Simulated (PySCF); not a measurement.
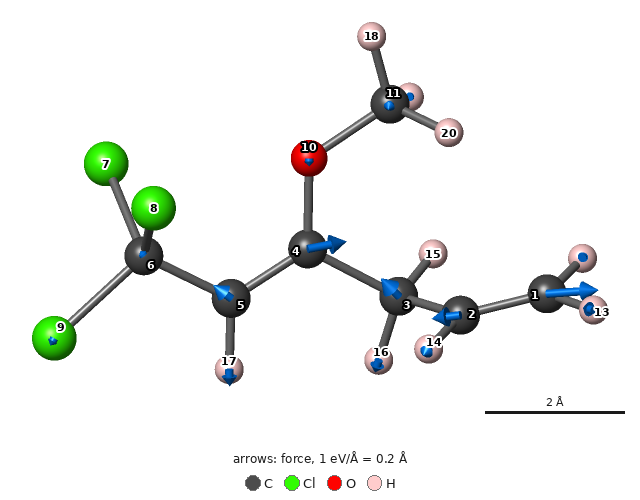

Starting geometry of C$_{7}$H$_{9}$Cl$_{3}$O with the computed forces as blue arrows. The picture is a ball-and-stick view, seen face on.

The start comes from GFN2-xTB. Its atoms were then displaced at random by about 0.01 Å.

The calculation used PBE0-D3(BJ)/def2-SVP geometry optimisation, gas phase in PySCF. 

**Is this structure relaxed? If not, where do the atoms go?**

It isn't relaxed: the largest force vector, on a C atom, is 4.06 eV/Å. The final displacements have little in common with the starting forces (cosine between the two patterns 0.07). Over 15 geometry steps the energy falls by 6.35 kcal/mol. The atom that moves furthest after the best rigid fit is an H atom (0.49 Å). By element the largest moves are H 0.49 Å, Cl 0.43 Å, O 0.34 Å, C 0.14 Å. Among the contacts that change: C–C 1.557 → 1.503 Å, C–C 1.289 → 1.333 Å, C–H 1.129 → 1.093 Å, C–H 1.056 → 1.089 Å. Bond angles that change, for instance: H–C–H 113.2° → 117.0°, C–C–C 121.0° → 124.3°, C–C–H 124.1° → 121.5°. Groups turn about C–O by about 30°. Cost: 6.8 min on 1 thread of Arm Neoverse V2 (shared host).
